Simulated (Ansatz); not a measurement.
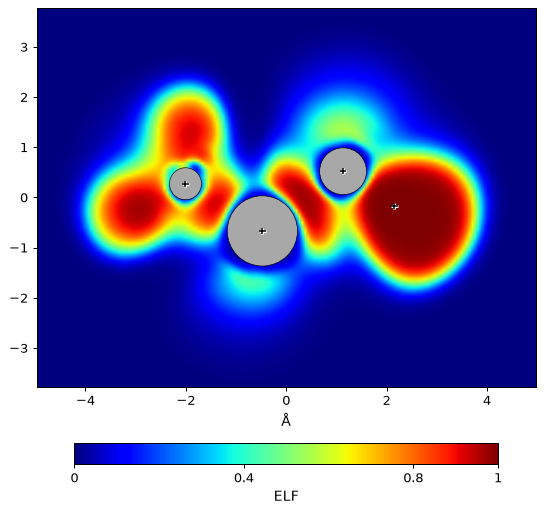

The electron localisation function on a plane through atoms (crosses mark nuclei in the plane; grey discs cover the cores).

Level of theory: isolated molecule in a Gaussian basis; Kohn-Sham density functional theory, functional PBE0 in Ansatz.

Candidates:
A. BH₇NSi (SMILES [BH3-][SiH2]N) (charge −1)
B. CH₅FGe₂ (SMILES [F][Ge][CH2][GeH3])
C. AlBSe₂ (SMILES [Se]=[B][Al+][Se-])

> Which system is this?

Candidate A: BH₇NSi on the plane of atoms B1, Si3 and N2, which holds B, N, Si and H. Si–N (1.80 Å): the ELF peaks at about 0.90 between the atoms, as expected for a polar covalent bond. Si–B (2.00 Å): the ELF peaks at about 0.95 between the atoms (localised, covalent bonding).
